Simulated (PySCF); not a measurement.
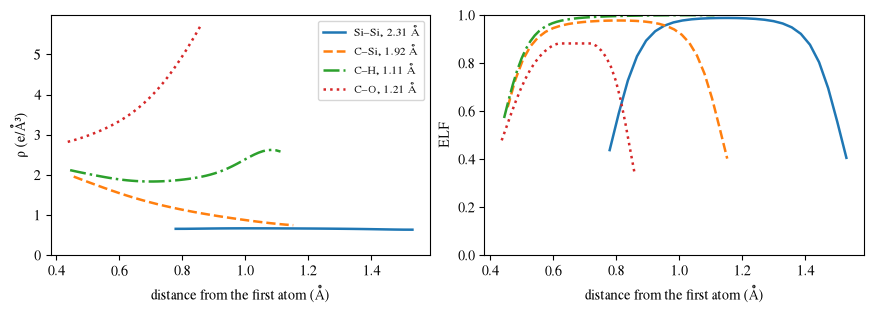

Figure. CH6OSi2 (SMILES O=C[SiH2][SiH3]). Electron density and electron localisation function along straight lines between neighbouring atoms. The curves leave out the atomic cores.

Geometry: GFN2-xTB.

The calculation used PySCF 2.14.0, PBE0/def2-SVPD, SCF density, gas phase.

The calculation's input:

```
{"job": {"kind": "uv", "xc": "PBE0", "basis": "def2-SVPD", "nstates": 6, "ntriplets": 2}, "charge": 0, "multiplicity": 1}
O      1.472166    -1.729259    -0.245097
C      1.732077    -0.554145    -0.320297
Si     0.428475     0.815942     0.012843
Si    -1.625768    -0.219845     0.215960
H      2.767766    -0.249722    -0.586231
H      0.619502     1.766741    -1.091453
H      0.954255     1.504029     1.200439
H     -1.773460    -1.350125    -0.700555
H     -1.859422    -0.705199     1.578906
H     -2.706708     0.726236    -0.087044
```

Run with:

```sh
OMP_NUM_THREADS=1 python probes_run.py task.json out
```

Compare the contacts.

Si–Si (2.31 Å): ρ is about 0.66 e/Å³ halfway; the ELF peaks at about 1 between the atoms; a covalent bond.
C–Si (1.92 Å): the density is about 0.92 e/Å³ at the midpoint; the ELF peaks at about 1 between the atoms: a covalent bond.
C–H (1.11 Å): ρ at the midpoint is about 1.9 e/Å³; the ELF climbs to about 1 towards the hydrogen, as it does in any bond to H: a covalent bond by its length.
C–O (1.21 Å): ρ is about 3.3 e/Å³ halfway; the ELF peaks at about 0.90 between the atoms (a short, multiple covalent bond).
